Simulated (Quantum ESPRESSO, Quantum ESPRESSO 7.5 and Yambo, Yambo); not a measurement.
# GaAs (F-43m): G0W0 with Yambo, start to end

How does a plane-wave GW calculation on GaAs (F-43m) run from the first input to the gap?

Program: Quantum ESPRESSO 7.5 and Yambo 5.3.0. Level of theory: PBE and many-body steps on it, plane waves. Results are calculated unless marked as measured.

**Experimental background.**

- Gap 1.51 eV: band-edge emission energy from PL (direct gap at Gamma); photoluminescence, 633 nm excitation; 77 K; bulk crystal (MBE GaAs matrix around a thin InAs wetting layer on semi-insulating GaAs (100)) (“Photoluminescence of InAs/GaAs quantum dots under direct two-photon excitation”, 2020, pmc:7331710).

- Gap 1.418 ± 0.005 eV: direct gap E0 at Gamma from PR; modulated photoreflectance, low-field lineshape fit; 300 K; bulk crystal (semi-insulating GaAs(001) reference substrate) (“Evidence of valence band perturbations in GaAsN/GaAs(001): A combined variable-angle spectroscopic ellipsometry and modulated photoreflectance investigation”, 2008, arxiv:0805.2212).

- Gap 1.42 eV: fundamental direct gap E0 at Gamma, seen as sharp points in Psi and Delta; spectroscopic ellipsometry; 300 K; bulk crystal (semi-insulating GaAs (100) substrate) (“Ellipsometric study of the Electronic Structure of GaMnAs and LT-GaAs”, 2004, arxiv:cond-mat/0404304).

- Gap 1.412 ± 0.01 eV: direct gap E0 at Gamma from ellipsometry; variable-angle spectroscopic ellipsometry, parametric critical-point fit; 300 K; bulk crystal (semi-insulating GaAs(001) reference substrate with native oxide) (“Evidence of valence band perturbations in GaAsN/GaAs(001): A combined variable-angle spectroscopic ellipsometry and modulated photoreflectance investigation”, 2008, arxiv:0805.2212).

**1. Set-up**

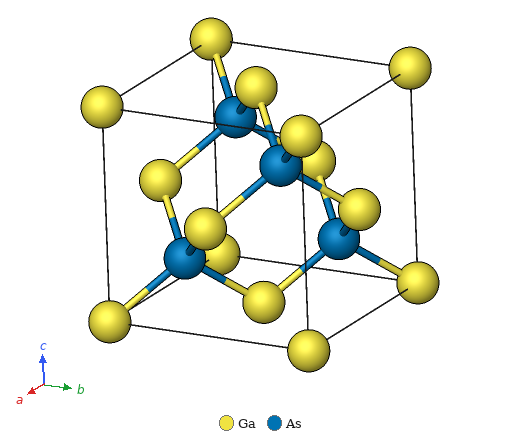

The starting structure, seen slightly off an axis (gallium yellow, arsenic blue). This picture shows the conventional cell, with its axes. Bonds to atoms that aren't drawn are left out. Some periodic images of atoms are drawn too.

The cell and positions come from the Crystallography Open Database and are kept as given unless a step says otherwise.

**2. Ground state**

This step: Quantum ESPRESSO 7.5; DFT, PBE, plane waves, norm-conserving pseudopotentials.

The ground-state density comes first.

The input, pw.in:

```
&control
  calculation = 'scf'
  prefix = 'x'
  outdir = 'o'
  pseudo_dir = 'pseudo'
/
&system
  ibrav = 0
  nat = 2
  ntyp = 2
  ecutwfc = 76.0
  nbnd = 19
  force_symmorphic = .true.
/
&electrons
  conv_thr = 1e-10
  electron_maxstep = 80
  mixing_beta = 0.5
/
ATOMIC_SPECIES
  Ga 69.723 Ga.upf
  As 74.922 As.upf
CELL_PARAMETERS angstrom
  0.0000000000 2.8268500000 2.8268500000
  2.8268500000 0.0000000000 2.8268500000
  2.8268500000 2.8268500000 0.0000000000
ATOMIC_POSITIONS crystal
  Ga 0.0000000000 0.0000000000 0.0000000000
  As 0.2500000000 0.2500000000 0.2500000000
K_POINTS automatic
  6 6 6 0 0 0
```

Run with:

```console
$ OMP_NUM_THREADS=1 mpirun -n 4 pw.x -nk 4 -in pw.in > pw.out
```

The program printed:

```text
Program PWSCF v.7.5 starts

     This program is part of the open-source Quantum ESPRESSO suite
     for quantum simulation of materials; please cite
         "P. Giannozzi et al., J. Phys.:Condens. Matter 21 395502 (2009);
         "P. Giannozzi et al., J. Phys.:Condens. Matter 29 465901 (2017);
         "P. Giannozzi et al., J. Chem. Phys. 152 154105 (2020);
     in publications or presentations arising from this work. More details at
     Message from routine setup:
     using ibrav=0 with symmetry is DISCOURAGED, use correct ibrav instead

     G-vector sticks info

     bravais-lattice index     =            0
     lattice parameter (alat)  =       7.5547  a.u.
     unit-cell volume          =     304.8842 (a.u.)^3
     number of atoms/cell      =            2
     number of atomic types    =            2
     number of electrons       =        28.00
     number of Kohn-Sham states=           19
     kinetic-energy cutoff     =      76.0000  Ry
     charge density cutoff     =     304.0000  Ry
     scf convergence threshold =      1.0E-10
     mixing beta               =       0.5000
     number of iterations used =            8  plain     mixing
     Exchange-correlation= PBE
                           (   1   4   3   4   0   0   0)

     celldm(1)=   7.554690  celldm(2)=   0.000000  celldm(3)=   0.000000
     celldm(4)=   0.000000  celldm(5)=   0.000000  celldm(6)=   0.000000

     crystal axes: (cart. coord. in units of alat)
               a(1) = (   0.000000   0.707107   0.707107 )
               a(2) = (   0.707107   0.000000   0.707107 )
               a(3) = (   0.707107   0.707107   0.000000 )

     reciprocal axes: (cart. coord. in units 2 pi/alat)
               b(1) = ( -0.707107  0.707107  0.707107 )
               b(2) = (  0.707107 -0.707107  0.707107 )
               b(3) = (  0.707107  0.707107 -0.707107 )
     Pseudo is Norm-conserving + core correction, Zval = 13.0
     Generated using ONCVPSP code by D. R. Hamann
     Using radial grid of 1902 points,  6 beta functions with:
     Pseudo is Norm-conserving + core correction, Zval = 15.0
     Generated using ONCVPSP code by D. R. Hamann
     Using radial grid of 1358 points,  6 beta functions with:
     Ga               13.00    69.72300     Ga( 1.00)
     As               15.00    74.92200     As( 1.00)

     24 Sym. Ops. (no inversion) found

   Cartesian axes

     site n.     atom                  positions (alat units)
         1        Ga     tau(   1) = (   0.0000000   0.0000000   0.0000000  )
         2        As     tau(   2) = (   0.3535534   0.3535534   0.3535534  )

     number of k points=    16
                       cart. coord. in units 2pi/alat
        k(    1) = (   0.0000000   0.0000000   0.0000000), wk =   0.0092593
        k(    2) = (   0.1178511   0.1178511  -0.1178511), wk =   0.0740741
        k(    3) = (   0.2357023   0.2357023  -0.2357023), wk =   0.0740741
        k(    4) = (  -0.3535534  -0.3535534   0.3535534), wk =   0.0370370
        k(    5) = (   0.2357023   0.0000000  -0.0000000), wk =   0.0555556
        k(    6) = (   0.3535534   0.1178511  -0.1178511), wk =   0.2222222
        k(    7) = (  -0.2357023  -0.4714045   0.4714045), wk =   0.2222222
        k(    8) = (  -0.1178511  -0.3535534   0.3535534), wk =   0.2222222
        k(    9) = (   0.0000000  -0.2357023   0.2357023), wk =   0.1111111
        k(   10) = (   0.4714045   0.0000000  -0.0000000), wk =   0.0555556
     [... 4 further rows ...]
        k(   15) = (  -0.1178511  -0.3535534   0.5892557), wk =   0.2222222
        k(   16) = (  -0.7071068   0.2357023   0.0000000), wk =   0.1111111

     Dense  grid:    27317 G-vectors     FFT dimensions: (  45,  45,  45)

     Initial potential from superposition of free atoms

     starting charge      27.9971, renormalised to      28.0000
     Starting wfcs are   18 randomized atomic wfcs +    1 random wfcs

     per-process dynamical memory:    26.4 Mb

     Self-consistent Calculation

     iteration #  1     ecut=    76.00 Ry     beta= 0.50

     Threshold (ethr) on eigenvalues was too large:
     Diagonalizing with lowered threshold

     total energy              =    -365.12033810 Ry
     estimated scf accuracy    <       0.04920319 Ry

     iteration #  2     ecut=    76.00 Ry     beta= 0.50

     total energy              =    -365.12633094 Ry
     estimated scf accuracy    <       0.00570716 Ry

     iteration #  3     ecut=    76.00 Ry     beta= 0.50

     total energy              =    -365.12658541 Ry
     estimated scf accuracy    <       0.00093469 Ry

     iteration #  4     ecut=    76.00 Ry     beta= 0.50

     total energy              =    -365.12663297 Ry
     estimated scf accuracy    <       0.00001895 Ry

     iteration #  5     ecut=    76.00 Ry     beta= 0.50

     total energy              =    -365.12663683 Ry
     estimated scf accuracy    <       0.00000133 Ry

     iteration #  6     ecut=    76.00 Ry     beta= 0.50

     total energy              =    -365.12663707 Ry
     estimated scf accuracy    <       0.00000011 Ry

     iteration #  7     ecut=    76.00 Ry     beta= 0.50

     total energy              =    -365.12663711 Ry
     estimated scf accuracy    <          8.3E-09 Ry

     iteration #  8     ecut=    76.00 Ry     beta= 0.50

     total energy              =    -365.12663711 Ry
     estimated scf accuracy    <          1.9E-09 Ry

     iteration #  9     ecut=    76.00 Ry     beta= 0.50

     total energy              =    -365.12663711 Ry
     estimated scf accuracy    <          4.0E-10 Ry

     iteration # 10     ecut=    76.00 Ry     beta= 0.50

     End of self-consistent calculation

          k = 0.0000 0.0000 0.0000 (  3479 PWs)   bands (ev):

   -26.4007 -26.4007 -26.4007 -26.3913 -26.3913  -6.0157  -6.0157  -6.0157
    -5.9387  -5.9387  -3.9193   8.8080   8.8080   8.8080   9.3217  12.5467
    12.5467  12.5467  16.4118

          k = 0.1179 0.1179-0.1179 (  3425 PWs)   bands (ev):

   -26.4006 -26.4001 -26.4001 -26.3908 -26.3908  -6.0381  -6.0097  -6.0097
    -5.9387  -5.9387  -3.5994   6.0965   8.4280   8.4280  10.4417  13.0939
    13.0939  13.4945  17.8802

          k = 0.2357 0.2357-0.2357 (  3428 PWs)   bands (ev):

   -26.4004 -26.3999 -26.3999 -26.3908 -26.3908  -6.0772  -6.0000  -6.0000
    -5.9370  -5.9370  -2.7734   3.4316   7.8825   7.8825  10.0255  13.5124
    13.5124  16.0615  17.5874

          k =-0.3536-0.3536 0.3536 (  3426 PWs)   bands (ev):

     [... further k-points ...]

     highest occupied, lowest unoccupied level (ev):     8.8080    9.3217

!    total energy              =    -365.12663711 Ry
     estimated scf accuracy    <          1.4E-11 Ry

     The total energy is the sum of the following terms:
     one-electron contribution =    -192.06416925 Ry
     hartree contribution      =     114.73274341 Ry
     xc contribution           =     -89.44237749 Ry
     ewald contribution        =    -198.35283378 Ry

     convergence has been achieved in  10 iterations

     XML data file, charge density, pseudopotentials, collected wavefunctions

=------------------------------------------------------------------------------=
   JOB DONE.
=------------------------------------------------------------------------------=
```

Run time: 5.3 s. Hardware: 4 MPI ranks of Arm Neoverse V2, shared host; peak memory 0.28 GiB; 21 s of CPU time.

This step gave:

```
total energy               : -4967.8010 eV
gap                        : 0.5137 eV
k of the valence top       : 0, 0, 0
k of the conduction bottom : 0, 0, 0
least direct gap           : 0.5137 eV
```

The gap is direct, at Γ.

**3. Bands along the symmetry lines**

The cheap functional maps the bands first; the places of the edges decide which points the dearer methods must see.

The input, pw.in:

```
&control
  calculation = 'bands'
  prefix = 'x'
  outdir = 'o'
  pseudo_dir = 'pseudo'
/
&system
  ibrav = 0
  nat = 2
  ntyp = 2
  ecutwfc = 76.0
  nbnd = 20
  force_symmorphic = .true.
/
&electrons
  conv_thr = 1e-9
  electron_maxstep = 80
  diago_full_acc = .true.
  diago_thr_init = 5e-6
/
ATOMIC_SPECIES
  Ga 69.723 Ga.upf
  As 74.922 As.upf
CELL_PARAMETERS angstrom
  0.0000000000 2.8268500000 2.8268500000
  2.8268500000 0.0000000000 2.8268500000
  2.8268500000 2.8268500000 0.0000000000
ATOMIC_POSITIONS crystal
  Ga 0.0000000000 0.0000000000 0.0000000000
  As 0.2500000000 0.2500000000 0.2500000000
K_POINTS crystal
  50
  0.00000000 0.00000000 0.00000000 1
  -0.06250000 -0.06250000 0.00000000 1
  -0.12500000 -0.12500000 0.00000000 1
  -0.18750000 -0.18750000 0.00000000 1
  -0.25000000 -0.25000000 0.00000000 1
  -0.31250000 -0.31250000 0.00000000 1
  -0.37500000 -0.37500000 0.00000000 1
  -0.43750000 -0.43750000 0.00000000 1
  -0.50000000 -0.50000000 0.00000000 1
  -0.48437500 -0.48437500 0.03125000 1
  -0.46875000 -0.46875000 0.06250000 1
  -0.45312500 -0.45312500 0.09375000 1
  -0.43750000 -0.43750000 0.12500000 1
  -0.42187500 -0.42187500 0.15625000 1
  -0.40625000 -0.40625000 0.18750000 1
  -0.39062500 -0.39062500 0.21875000 1
  -0.37500000 -0.37500000 0.25000000 1
  -0.37500000 0.00000000 0.37500000 1
  -0.32812500 0.00000000 0.32812500 1
  -0.28125000 0.00000000 0.28125000 1
  -0.23437500 0.00000000 0.23437500 1
  -0.18750000 0.00000000 0.18750000 1
  -0.14062500 0.00000000 0.14062500 1
  -0.09375000 0.00000000 0.09375000 1
  -0.04687500 0.00000000 0.04687500 1
  0.00000000 0.00000000 0.00000000 1
  0.00000000 0.00000000 0.06250000 1
  0.00000000 0.00000000 0.12500000 1
  0.00000000 0.00000000 0.18750000 1
  0.00000000 0.00000000 0.25000000 1
  0.00000000 0.00000000 0.31250000 1
  0.00000000 0.00000000 0.37500000 1
  0.00000000 0.00000000 0.43750000 1
  -0.00000000 -0.00000000 0.50000000 1
  -0.06250000 -0.03125000 0.46875000 1
  -0.12500000 -0.06250000 0.43750000 1
  -0.18750000 -0.09375000 0.40625000 1
  -0.25000000 -0.12500000 0.37500000 1
  -0.31250000 -0.15625000 0.34375000 1
  -0.37500000 -0.18750000 0.31250000 1
  -0.43750000 -0.21875000 0.28125000 1
  -0.50000000 -0.25000000 0.25000000 1
  -0.50000000 -0.28125000 0.21875000 1
  -0.50000000 -0.31250000 0.18750000 1
  -0.50000000 -0.34375000 0.15625000 1
  -0.50000000 -0.37500000 0.12500000 1
  -0.50000000 -0.40625000 0.09375000 1
  -0.50000000 -0.43750000 0.06250000 1
  -0.50000000 -0.46875000 0.03125000 1
  -0.50000000 -0.50000000 0.00000000 1
```

The program printed:

```text
[banner, memory and clock lines left out]
Program PWSCF v.7.5 starts

     Atomic positions and unit cell read from directory:
     o/x.save/

     Message from routine setup:
     using ibrav=0 with symmetry is DISCOURAGED, use correct ibrav instead

     G-vector sticks info

     bravais-lattice index     =            0
     lattice parameter (alat)  =       7.5547  a.u.
     unit-cell volume          =     304.8842 (a.u.)^3
     number of atoms/cell      =            2
     number of atomic types    =            2
     number of electrons       =        28.00
     number of Kohn-Sham states=           20
     kinetic-energy cutoff     =      76.0000  Ry
     charge density cutoff     =     304.0000  Ry
     Exchange-correlation= PBE
                           (   1   4   3   4   0   0   0)

     celldm(1)=   7.554690  celldm(2)=   0.000000  celldm(3)=   0.000000
     celldm(4)=   0.000000  celldm(5)=   0.000000  celldm(6)=   0.000000

     crystal axes: (cart. coord. in units of alat)
               a(1) = (   0.000000   0.707107   0.707107 )
               a(2) = (   0.707107   0.000000   0.707107 )
               a(3) = (   0.707107   0.707107   0.000000 )

     reciprocal axes: (cart. coord. in units 2 pi/alat)
               b(1) = ( -0.707107  0.707107  0.707107 )
               b(2) = (  0.707107 -0.707107  0.707107 )
               b(3) = (  0.707107  0.707107 -0.707107 )
     Pseudo is Norm-conserving + core correction, Zval = 13.0
     Generated using ONCVPSP code by D. R. Hamann
     Using radial grid of 1902 points,  6 beta functions with:
     Pseudo is Norm-conserving + core correction, Zval = 15.0
     Generated using ONCVPSP code by D. R. Hamann
     Using radial grid of 1358 points,  6 beta functions with:
     Ga               13.00    69.72300     Ga( 1.00)
     As               15.00    74.92200     As( 1.00)

     24 Sym. Ops. (no inversion) found

   Cartesian axes

     site n.     atom                  positions (alat units)
         1        Ga     tau(   1) = (   0.0000000   0.0000000   0.0000000  )
         2        As     tau(   2) = (   0.3535534   0.3535534   0.3535534  )

     number of k points=    50
                       cart. coord. in units 2pi/alat
        k(    1) = (   0.0000000   0.0000000   0.0000000), wk =   0.0400000
        k(    2) = (   0.0000000   0.0000000  -0.0883883), wk =   0.0400000
        k(    3) = (   0.0000000   0.0000000  -0.1767767), wk =   0.0400000
[...]
[... 38 further rows ...]
        k(   49) = (   0.0441942  -0.0000000  -0.7071068), wk =   0.0400000
        k(   50) = (   0.0000000   0.0000000  -0.7071068), wk =   0.0400000

     Dense  grid:    27317 G-vectors     FFT dimensions: (  45,  45,  45)

     The potential is recalculated from file :
     o/x.save/charge-density

     Starting wfcs are   18 randomized atomic wfcs +    2 random wfcs

     Band Structure Calculation

     End of band structure calculation

          k = 0.0000 0.0000 0.0000 (  3479 PWs)   bands (ev):

   -26.4007 -26.4007 -26.4007 -26.3913 -26.3913  -6.0158  -6.0158  -6.0158
    -5.9387  -5.9387  -3.9193   8.8080   8.8080   8.8080   9.3217  12.5467
    12.5467  12.5467  16.4118  18.9704

          k = 0.0000 0.0000-0.0884 (  3439 PWs)   bands (ev):

   -26.4005 -26.4003 -26.4003 -26.3911 -26.3910  -6.0215  -6.0139  -6.0139
[...]
12.8203  12.8203  16.7669  18.0926

          k = 0.0000 0.0000-0.1768 (  3431 PWs)   bands (ev):

[...]
13.5070  13.5070  16.8567  17.7161

          k =-0.0000 0.0000-0.2652 (  3431 PWs)   bands (ev):

[...]
k = 0.0000 0.0000-0.3536 (  3399 PWs)   bands (ev):

[...]
k = 0.0000-0.0000-0.4419 (  3431 PWs)   bands (ev):

[...]
k =-0.0000 0.0000-0.5303 (  3407 PWs)   bands (ev):

[...]
k = 0.0000-0.0000-0.6187 (  3406 PWs)   bands (ev):

[...]
k = 0.5303-0.0000-0.5303 (  3414 PWs)   bands (ev):

[...]
k = 0.0000 0.0000 0.0000 (  3479 PWs)   bands (ev):

[...]
k = 0.1326 0.0000-0.7071 (  3386 PWs)   bands (ev):

[...]
k = 0.0884-0.0000-0.7071 (  3386 PWs)   bands (ev):

[...]
k = 0.0442-0.0000-0.7071 (  3384 PWs)   bands (ev):

[...]
18.8132  18.8300  19.7860  21.6940

          k = 0.0000 0.0000-0.7071 (  3378 PWs)   bands (ev):

   -26.4015 -26.3983 -26.3983 -26.3912 -26.3897  -6.1266  -5.9663  -5.9663
    -5.9643  -5.9262  -1.4201   1.9932   6.1323   6.1323  10.2765  10.4697
    18.9814  18.9814  19.7877  22.1254

     XML data file, pseudopotentials, collected wavefunctions
```

Wall time 4.9 s (4 MPI ranks); peak memory 0.23 GiB; 19 s of CPU time.

This step gave:

- gap: 0.5137 eV
- k of the valence top: 0, 0, 0
- k of the conduction bottom: 0, 0, 0
- least direct gap: 0.5137 eV

The gap is 0.514 eV, as in the run before at this level.

The electronic bands at the labelled points (eV, zero at the top of the highest filled band):

```tsv
point	band 11	band 12	band 13	band 14	band 15	band 16	band 17	band 18
Γ	-12.73	0.00	0.00	0.00	0.51	3.74	3.74	3.74
X	-10.23	-6.81	-2.68	-2.68	1.47	1.66	10.17	10.17
U	-10.26	-6.63	-3.86	-2.26	1.97	4.64	7.96	8.07
jump to K	-10.26	-6.63	-3.86	-2.26	1.97	4.64	7.96	8.07
Γ	-12.73	0.00	0.00	0.00	0.51	3.74	3.74	3.74
L	-10.97	-6.64	-1.14	-1.14	1.00	4.64	4.64	7.77
W	-10.17	-6.63	-3.53	-3.34	4.62	4.72	5.42	6.05
X	-10.23	-6.81	-2.68	-2.68	1.47	1.66	10.17	10.17
```

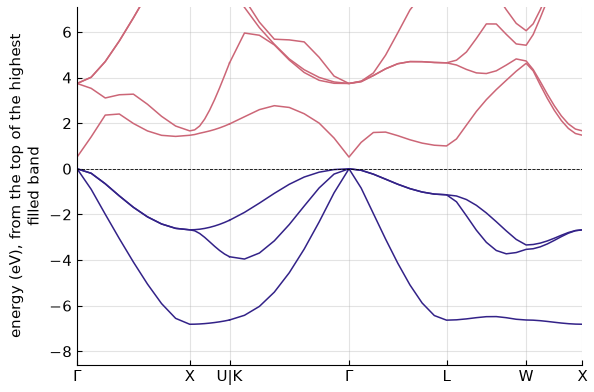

Electronic bands along the path; lines of filled and empty bands in two colours.

(Part 1 of 3 ends here.)

[Paths, hosts, dates, memory and timing lines, banners, echoed tables and standing remarks are left out of the program output.]

[Logs are printed without paths, hosts, clocks, repeated set-up lines and the standing remarks that a program may print on its own settings, such as how far it seeks lower states.]

[Runs of the session that timed out or met a known fault of the program may be left out.]

[Hosts, paths, dates, database ids (printed as entryN), source tags and the programs' standing remarks are cut or masked in the printed files.]
